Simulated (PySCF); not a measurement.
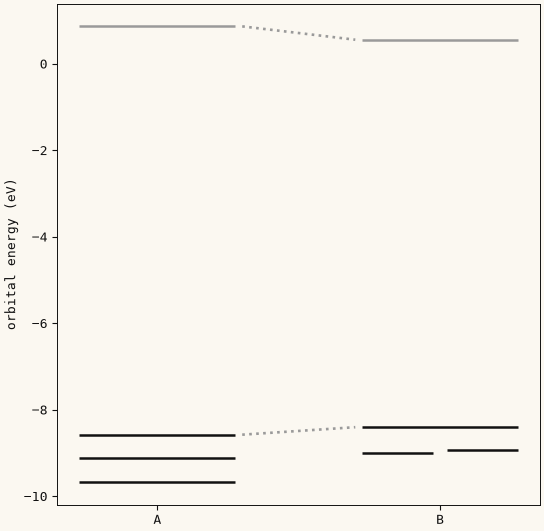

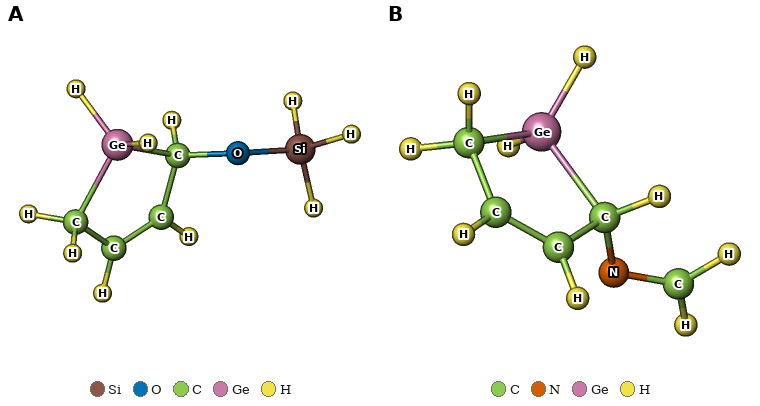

Related molecules: A is C₄H₁₀GeOSi, SMILES [SiH3]O[C@H]1C=C[CH2][GeH2]1, singlet; B is C₅H₉GeN, SMILES C=N[C@@H]1C=C[CH2][GeH2]1, singlet. Frontier orbital energies, CAM-B3LYP/def2-SVPD in PySCF 2.14.0, at a PBE0-D3(BJ)/def2-SVP geometry (no frequency check); drawn are at most three filled levels and, in grey, the LUMO with any level within 0.03 eV of it; dotted lines join the HOMOs and the LUMOs.

What does the change do to the frontier levels?

From A to B the HOMO rises by 0.17 eV and the LUMO falls by 0.31 eV, so the separation goes from 9.44 to 8.96 eV.

Does the ΔSCF ionisation energy follow the HOMO?

A: −ε(HOMO) 8.58, ΔSCF 9.20 eV; B: −ε(HOMO) 8.40, ΔSCF 9.04 eV.

Limits of at least one run: empty levels above zero depend strongly on the basis; one conformer of a flexible molecule.
